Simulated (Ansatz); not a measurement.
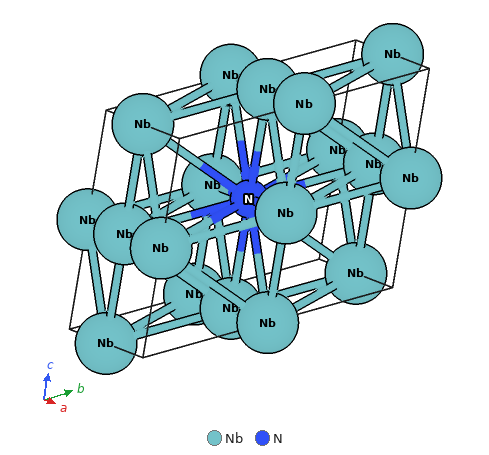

Figure: ball-and-stick view slightly off an axis. The outline marks the simulation cell.

The input file of the run:
```yaml
crystal:
  lattice:
    - [0.0, 3.929638254, 3.929638254]
    - [3.929638254, 0.0, 3.929638254]
    - [3.929638254, 3.929638254, 0.0]
  atoms:
    - { symbol: Nb, position: [0.5, 0.0, 0.0] }
    - { symbol: Nb, position: [0.0, 0.5, 0.5] }
    - { symbol: Nb, position: [0.0, 0.5, 0.0] }
    - { symbol: Nb, position: [0.5, 0.0, 0.5] }
    - { symbol: Nb, position: [0.0, 0.0, 0.5] }
    - { symbol: Nb, position: [0.5, 0.5, 0.0] }
    - { symbol: "N", position: [0.5, 0.5, 0.5] }
basis:
  ecutwfc: 420
kpoints:
  mp_grid: { grid: [8, 8, 8] }
  band_path:
    path:
      - [[0.0, 0.0, 0.0], [0.5, 0.0, 0.5], [0.625, 0.25, 0.625]]
      - [[0.375, 0.375, 0.75], [0.0, 0.0, 0.0], [0.5, 0.5, 0.5], [0.5, 0.25, 0.75], [0.5, 0.0, 0.5]]
    npoints: 14
hamiltonian:
  xc: pbe
scf:
  occupations: { method: gaussian, width: 0.1 }
  n_extra_bands: 17
output:
  forces: true
  stress: true
  eigenvalues: true
  populations: true
  dos: { projected: true, de: 0.02, nscf_kmesh: { grid: [10, 10, 10] } }
  bader: true
  write_density: true
  write_potential: true
  elf: true
  volumetric_format: npy
```
Run as:
```sh
ansatz run input.yaml --threads 1 --pin off --max-ram 2560MiB --backend cpu --events-out ev --progress --plain --runs-dir out
```

Method used: DFT PBE, scalar-relativistic, plane waves, PAW in Ansatz. It ran with 420 eV cutoff, an 8×8×8 grid in reciprocal space, Gaussian smearing of 0.1 eV, no spin polarisation.

> What are the atomic charges by Bader's partition?

Nb +0.22 e; N -1.31 e.

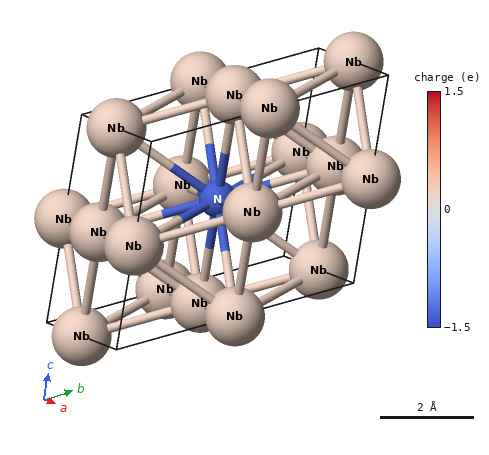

The atoms coloured by those charges.

The structure was taken from a random cell made by a generator, so it need not be a real form of the compound. Earlier steps of the study, as a rule a relaxation of our own, may have changed the cell and positions, so they can lie some per cent off the listed ones. A calculation with Ansatz used it as input.
